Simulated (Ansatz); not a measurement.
Nudged elastic band, with input and output: AlNH6O

The run: nudged elastic band of AlNH6O. Method and program: RKS B3LYP-D4/def2-TZVP (Ansatz 0.2.0).

It belongs to a series of runs on one base structure; here: band between the two ends. Figures and captions count atoms from 1; the log counts them from 0 in places.

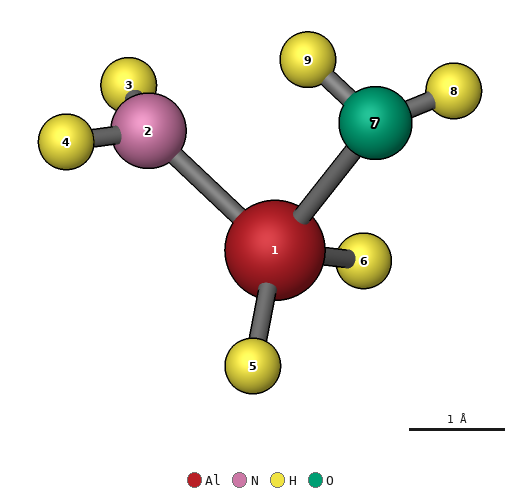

**Figure 1.** The input geometry (ball-and-stick view, seen at a tilt; atoms are numbered from 1 in the order of the input). Sticks mark near contacts.

## The input
```yaml
crystal:
  periodic: [false, false, false]
  atoms:
    - { symbol: Al, position_ang: [-0.013808, 0.11877, 0.284719] }
    - { symbol: "N", position_ang: [0.026207, -0.09365, 2.107111] }
    - { symbol: H, position_ang: [-0.729236, -0.554048, 2.595797] }
    - { symbol: H, position_ang: [0.888177, -0.308464, 2.589144] }
    - { symbol: H, position_ang: [1.371946, 0.044965, -0.474107] }
    - { symbol: H, position_ang: [-1.390548, -0.251997, -0.420659] }
    - { symbol: O, position_ang: [-0.299199, 2.102904, 0.618693] }
    - { symbol: H, position_ang: [-1.13581, 2.490909, 0.332402] }
    - { symbol: H, position_ang: [-0.343928, 1.927114, 1.586803] }
basis:
  gaussian: { orbitals: def2-TZVP }
hamiltonian:
  xc: b3lyp
  dispersion: d4
neb:
  order_check: false
  images: 5
  f_tol: 0.03
  max_iterations: 60
  final_atoms:
    - { symbol: Al, position_ang: [-0.18081664, 0.45327753, 0.12619675] }
    - { symbol: "N", position_ang: [-0.00040842, 0.14301725, 2.14819433] }
    - { symbol: H, position_ang: [-0.72679946, -0.45128549, 2.5347737] }
    - { symbol: H, position_ang: [0.90162198, -0.22059599, 2.43807664] }
    - { symbol: H, position_ang: [1.28843145, 0.13727953, -0.40841315] }
    - { symbol: H, position_ang: [-1.35773567, -0.53829973, -0.29364601] }
    - { symbol: O, position_ang: [-0.59345715, 2.1206826, 0.4093814] }
    - { symbol: H, position_ang: [-0.84259371, 2.75177891, -0.26386516] }
    - { symbol: H, position_ang: [-0.11444138, 1.0806484, 2.52920449] }
  initial_path:
    images:
      - { positions_ang: [[-0.013808, 0.11877, 0.284719], [0.026207, -0.09365, 2.107111], [-0.729236, -0.554048, 2.595797], [0.888177, -0.308464, 2.589144], [1.371946, 0.044965, -0.474107], [-1.390548, -0.251997, -0.420659], [-0.299199, 2.102904, 0.618693], [-1.13581, 2.490909, 0.332402], [-0.343928, 1.927114, 1.586803]] }
      - { positions_ang: [[-0.01141956, 0.08545036, 0.18578627], [0.01775592, -0.0706736, 2.15723766], [-0.7781008, -0.46986348, 2.65892412], [0.88579747, -0.12840095, 2.65596363], [1.36188225, 0.03885224, -0.58158159], [-1.38042927, -0.15436079, -0.54288341], [-0.28419968, 2.05657643, 0.63981908], [-1.15449183, 2.42001499, 0.38065346], [-0.28299351, 1.69890781, 1.66598378]] }
      - { positions_ang: [[-0.00903111, 0.05213072, 0.08685354], [0.00930483, -0.04769721, 2.20736432], [-0.8269656, -0.38567896, 2.72205123], [0.88341795, 0.0516621, 2.72278327], [1.35181851, 0.03273947, -0.68905618], [-1.37031054, -0.05672458, -0.66510782], [-0.26920035, 2.01024887, 0.66094516], [-1.17317366, 2.34912098, 0.42890493], [-0.22205901, 1.47070161, 1.74516456]] }
      - { positions_ang: [[-0.00664267, 0.01881108, -0.0120792], [0.00085375, -0.02472081, 2.25749098], [-0.8758304, -0.30149444, 2.78517835], [0.88103842, 0.23172515, 2.7896029], [1.34175476, 0.02662671, -0.79653078], [-1.36019182, 0.04091164, -0.78733223], [-0.25420103, 1.9639213, 0.68207124], [-1.1918555, 2.27822696, 0.47715639], [-0.16112452, 1.24249542, 1.82434534]] }
      - { positions_ang: [[-0.06470066, 0.16363323, 0.03401279], [0.00043302, 0.03119188, 2.22105876], [-0.82615342, -0.35142479, 2.70171013], [0.88789961, 0.08095144, 2.67242748], [1.32398033, 0.06351098, -0.66715824], [-1.3593731, -0.15215882, -0.62277015], [-0.3672864, 2.01617507, 0.59117463], [-1.0754349, 2.43607761, 0.23014921], [-0.14556347, 1.18854641, 2.05929839]] }
      - { positions_ang: [[-0.12275865, 0.30845538, 0.08010477], [1.23e-05, 0.08710456, 2.18462655], [-0.77647644, -0.40135514, 2.61824192], [0.89476079, -0.06982228, 2.55525206], [1.30620589, 0.10039526, -0.53778569], [-1.35855439, -0.34522928, -0.45820808], [-0.48037178, 2.06842883, 0.50027801], [-0.95901431, 2.59392826, -0.01685798], [-0.13000243, 1.13459741, 2.29425144]] }
      - { positions_ang: [[-0.18081664, 0.45327753, 0.12619675], [-0.00040842, 0.14301725, 2.14819433], [-0.72679946, -0.45128549, 2.5347737], [0.90162198, -0.22059599, 2.43807664], [1.28843145, 0.13727953, -0.40841315], [-1.35773567, -0.53829973, -0.29364601], [-0.59345715, 2.1206826, 0.4093814], [-0.84259371, 2.75177891, -0.26386516], [-0.11444138, 1.0806484, 2.52920449]] }
```

Hardware: 4 threads of Intel Xeon Gold (Sapphire Rapids), 64 GiB of memory available, shared host.

Run as:
```bash
ansatz run input.yaml --threads 4 --pin off --max-ram 5120MiB --backend cpu --events-out ev --progress --plain --runs-dir out
```

## Log
```
Engine: ansatz 0.2.0, x86_64-unknown-linux-gnu
Functional definition: B3LYP
  parameter a0 = 0.2
  parameter ax = 0.72
  parameter ac = 0.81
  exchange = (1 - a0 - ax)*slater_x + ax*b88_x + a0*exact_x
  correlation = (1 - ac)*vwn_rpa_c + ac*lyp_c
829 factors; their error is unknown
mean field evaluation 1: about -10224.3943 eV, gradient 8.1e1 eV
mean field evaluation 2: about -10199.0744 eV, gradient 1.3e2 eV
mean field evaluation 4: about -10235.5432 eV, gradient 1.2e1 eV
mean field evaluation 8: about -10235.7538 eV, gradient 3.6e-2 eV
mean field evaluation 16: about -10235.7627 eV, gradient 6.6e-5 eV
mean field -10235.76272737 eV, -376.1573421818 hartree, gradient 6.6e-5 eV, S^2 0.000000; 0 other end points of the search recorded, 0 dependent functions left out
the calculation of the forces begins
reference -10235.76298883 eV, -376.1573517901 hartree; 17, 17 occupied and 118, 118 virtual orbitals, 829 factors
829 factors; their error is unknown
mean field evaluation 32: about -10236.6462 eV, gradient 3.1e-5 eV
mean field -10236.64623275 eV, -376.1898104056 hartree, gradient 3.1e-5 eV, S^2 0.000000; 0 other end points of the search recorded, 0 dependent functions left out
[... from here on the field's lines of each further geometry are left out, up to the last ...]
NEB iter   1: max|band force component| = 4.620e0 eV/Å  barrier→ = 1.4313 eV  barrier← = 2.3142 eV  Δτ_max = 0.1816 Å  (181 SCF iters)
NEB iter   2: max|band force component| = 2.198e0 eV/Å  barrier→ = 0.4460 eV  barrier← = 1.3289 eV  Δτ_max = 0.1979 Å  (150 SCF iters)
NEB iter   3: max|band force component| = 4.415e0 eV/Å  barrier→ = 0.1680 eV  barrier← = 1.0509 eV  Δτ_max = 0.1000 Å  (147 SCF iters)
NEB iter   4: max|band force component| = 1.324e0 eV/Å  barrier→ = 0.1138 eV  barrier← = 0.9967 eV  Δτ_max = 0.0737 Å  (142 SCF iters)
NEB iter   5: max|band force component| = 4.686e-1 eV/Å  barrier→ = 0.0730 eV  barrier← = 0.9559 eV  CI = image 2  Δτ_max = 0.1085 Å  (144 SCF iters)
NEB iter   6: max|band force component| = 2.349e-1 eV/Å  barrier→ = 0.1041 eV  barrier← = 0.9870 eV  CI = image 2  Δτ_max = 0.0598 Å  (142 SCF iters)
NEB iter   7: max|band force component| = 1.538e-1 eV/Å  barrier→ = 0.0962 eV  barrier← = 0.9791 eV  CI = image 2  Δτ_max = 0.0261 Å  (144 SCF iters)
NEB iter   8: max|band force component| = 1.177e-1 eV/Å  barrier→ = 0.0942 eV  barrier← = 0.9772 eV  CI = image 2  Δτ_max = 0.0113 Å  (147 SCF iters)
NEB iter   9: max|band force component| = 4.823e-2 eV/Å  barrier→ = 0.0936 eV  barrier← = 0.9765 eV  CI = image 2  Δτ_max = 0.0099 Å  (148 SCF iters)
NEB iter  10: max|band force component| = 5.301e-2 eV/Å  barrier→ = 0.0934 eV  barrier← = 0.9763 eV  CI = image 2  Δτ_max = 0.0050 Å  (149 SCF iters)
the calculation of the forces begins
reference -10236.63303779 eV, -376.1893254996 hartree; 17, 17 occupied and 118, 118 virtual orbitals, 829 factors
829 factors; their error is unknown
mean field -10235.66628279 eV, -376.1537979089 hartree, gradient 1.8e-5 eV, S^2 0.000000; 1 other end points of the search recorded, 0 dependent functions left out
the calculation of the forces begins
reference -10235.66654479 eV, -376.1538075369 hartree; 17, 17 occupied and 118, 118 virtual orbitals, 829 factors
NEB iter  11: max|band force component| = 1.728e-2 eV/Å  barrier→ = 0.0934 eV  barrier← = 0.9763 eV  CI = image 2  Δτ_max = 0.0000 Å  (335 SCF iters)
```

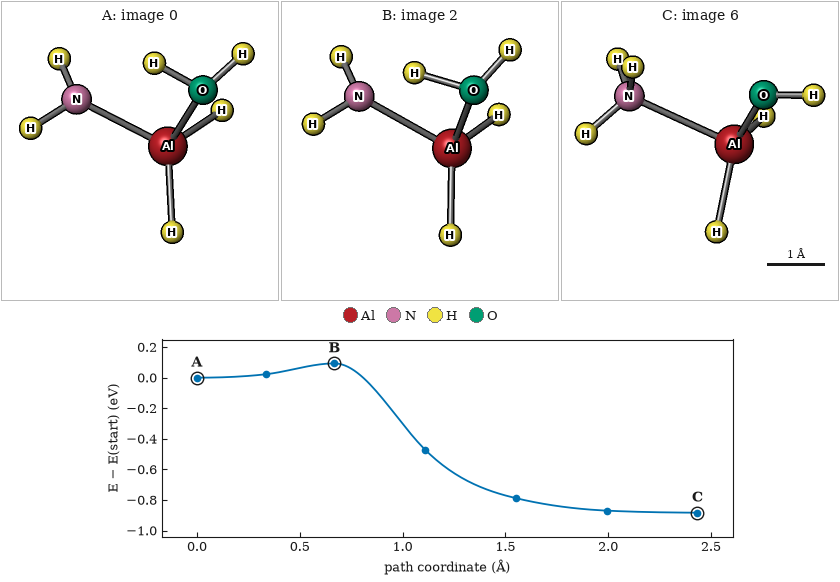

**Figure 2.** Images of the last band (counted from 0; ball-and-stick, seen at a tilt) above the energy along the path; the line is a cubic interpolation that uses the forces. The highest image is number 2, 0.093 eV above the start and 0.976 eV above the end (the climbing image); the end lies 0.883 eV below the start. The path is 2.43 Å long. The band converged in 11 iterations.

```
Total energy: -10235.86671582 eV, -376.1611636867 hartree
Atom 0 at    -0.030106     0.191989     0.159900 Å, force     0.003135     0.000951     0.004283 eV/Å
Atom 1 at    -0.019484     0.085229     2.070294 Å, force    -0.004842    -0.005799     0.001291 eV/Å
Atom 2 at    -0.768941    -0.392614     2.554252 Å, force     0.000490    -0.000999    -0.000026 eV/Å
Atom 3 at     0.840538    -0.086219     2.575723 Å, force     0.000620     0.002418    -0.001976 eV/Å
Atom 4 at     1.383542     0.013217    -0.520245 Å, force    -0.000213    -0.000661    -0.001092 eV/Å
Atom 5 at    -1.378533    -0.332623    -0.488584 Å, force    -0.000749     0.000160     0.000494 eV/Å
Atom 6 at    -0.282967     2.029435     0.688476 Å, force     0.015766    -0.005827     0.004359 eV/Å
Atom 7 at    -1.095585     2.513701     0.512858 Å, force    -0.017645     0.009608    -0.005536 eV/Å
Atom 8 at    -0.274663     1.454389     1.667228 Å, force     0.003437     0.000149    -0.001797 eV/Å
Dipole moment:    -0.275276     0.177717     0.477039 e Å
this run last wrote the band of iteration 11 to [file]
```

## The last band as extended XYZ (Å, eV, eV/Å)
```
9
Properties=species:S:1:pos:R:3:forces:R:3 image=0 energy=-10235.95982
Al   -0.0138    0.1188    0.2847   -0.0079   0.0016  -0.0029
N     0.0262   -0.0936    2.1071    0.0034   0.0029  -0.0020
H    -0.7292   -0.5540    2.5958   -0.0021  -0.0019  -0.0001
H     0.8882   -0.3085    2.5891    0.0010   0.0008   0.0025
H     1.3719    0.0450   -0.4741    0.0009  -0.0007  -0.0003
H    -1.3905   -0.2520   -0.4207    0.0023  -0.0010   0.0000
O    -0.2992    2.1029    0.6187    0.0002  -0.0013   0.0082
H    -1.1358    2.4909    0.3324    0.0006  -0.0011  -0.0031
H    -0.3439    1.9271    1.5868    0.0015   0.0007  -0.0023
9
Properties=species:S:1:pos:R:3:forces:R:3 image=1 energy=-10235.93759
Al   -0.0185    0.1277    0.2275    0.0049  -0.0270   0.0304
N     0.0000   -0.0103    2.0813    0.0097  -0.0474   0.0060
H    -0.7523   -0.4718    2.5740    0.0087  -0.0406   0.0083
H     0.8587   -0.1785    2.5873    0.0085  -0.0479   0.0053
H     1.3775    0.0217   -0.5056   -0.0020   0.0084   0.0068
H    -1.3816   -0.3042   -0.4630   -0.0016   0.0160   0.0097
O    -0.2845    2.0734    0.6594   -0.0014   0.0241  -0.0149
H    -1.1200    2.5104    0.4564   -0.0098  -0.0017  -0.0259
H    -0.3055    1.7080    1.6025   -0.0170   0.1161  -0.0257
9
Properties=species:S:1:pos:R:3:forces:R:3 image=2 energy=-10235.86645
Al   -0.0301    0.1920    0.1599    0.0031   0.0010   0.0043
N    -0.0195    0.0852    2.0703   -0.0048  -0.0058   0.0013
H    -0.7689   -0.3926    2.5543    0.0005  -0.0010   0.0000
H     0.8405   -0.0862    2.5757    0.0006   0.0024  -0.0020
H     1.3835    0.0132   -0.5202   -0.0002  -0.0007  -0.0011
H    -1.3785   -0.3326   -0.4886   -0.0007   0.0002   0.0005
O    -0.2830    2.0294    0.6885    0.0158  -0.0058   0.0044
H    -1.0956    2.5137    0.5129   -0.0176   0.0096  -0.0055
H    -0.2747    1.4544    1.6672    0.0034   0.0001  -0.0018
9
Properties=species:S:1:pos:R:3:forces:R:3 image=3 energy=-10236.43179
Al   -0.0563    0.3210    0.0809   -0.0973   0.4410  -0.2698
N    -0.0248    0.1391    2.0812   -0.0236   0.1814   0.0314
H    -0.7780   -0.3538    2.5472   -0.0308   0.1354  -0.0260
H     0.8426   -0.0474    2.5708    0.0036   0.1178  -0.0255
H     1.3825    0.0070   -0.5016   -0.0169  -0.0349   0.0537
H    -1.3731   -0.3624   -0.4818   -0.0011  -0.0848   0.0271
O    -0.2922    2.0482    0.5579   -0.0138   0.0698  -0.4365
H    -1.1084    2.5322    0.4364   -0.0279   0.0757  -0.2556
H    -0.2185    1.1927    1.9290    0.2079  -0.9015   0.9012
9
Properties=species:S:1:pos:R:3:forces:R:3 image=4 energy=-10236.74786
Al   -0.0859    0.4067    0.0606   -0.0176   0.0808  -0.0164
N    -0.0119    0.1345    2.1058    0.0060  -0.0132   0.0056
H    -0.7609   -0.3896    2.5443    0.0090  -0.0374  -0.0100
H     0.8688   -0.1159    2.5412    0.0177  -0.0532  -0.0271
H     1.3612    0.0021   -0.4529   -0.0153   0.0066   0.0343
H    -1.3731   -0.3903   -0.4352    0.0007  -0.0117   0.0308
O    -0.3157    2.1133    0.4045   -0.0156   0.0366  -0.1057
H    -1.1299    2.5793    0.2203   -0.0189   0.0481  -0.1514
H    -0.1789    1.1363    2.2314    0.0339  -0.0566   0.2400
9
Properties=species:S:1:pos:R:3:forces:R:3 image=5 energy=-10236.82931
Al   -0.1198    0.4550    0.0985   -0.0070   0.0127   0.0080
N     0.0005    0.1407    2.1346    0.0054   0.0028   0.0044
H    -0.7340   -0.4434    2.5208    0.0032  -0.0115  -0.0053
H     0.8951   -0.1949    2.4762    0.0038  -0.0177  -0.0123
H     1.3347    0.0288   -0.3872   -0.0048   0.0085   0.0105
H    -1.3777   -0.4135   -0.3587   -0.0005  -0.0034   0.0110
O    -0.3958    2.1568    0.3537   -0.0163   0.0088  -0.0074
H    -1.0900    2.6515   -0.0794    0.0088   0.0127  -0.0493
H    -0.1392    1.0956    2.4614    0.0072  -0.0130   0.0405
9
Properties=species:S:1:pos:R:3:forces:R:3 image=6 energy=-10236.84274
Al   -0.1808    0.4533    0.1262   -0.0009   0.0022  -0.0049
N    -0.0004    0.1430    2.1482   -0.0013   0.0008   0.0012
H    -0.7268   -0.4513    2.5348    0.0010  -0.0009  -0.0012
H     0.9016   -0.2206    2.4381    0.0015   0.0007  -0.0002
H     1.2884    0.1373   -0.4084   -0.0023  -0.0001  -0.0002
H    -1.3577   -0.5383   -0.2936    0.0010   0.0013   0.0005
O    -0.5935    2.1207    0.4094    0.0014  -0.0031   0.0144
H    -0.8426    2.7518   -0.2639    0.0008  -0.0008  -0.0112
H    -0.1144    1.0806    2.5292   -0.0011   0.0000   0.0017
```

## Key numbers

| quantity | value |
| --- | --- |
| outcome | converged |
| barrier, forward | 0.093 eV |
| barrier, backward | 0.976 eV |
| wall time | 62 s (CPU time 3.6 min) |
| peak memory | 0.26 GiB |

## Notes

The order of the saddle point was not checked.
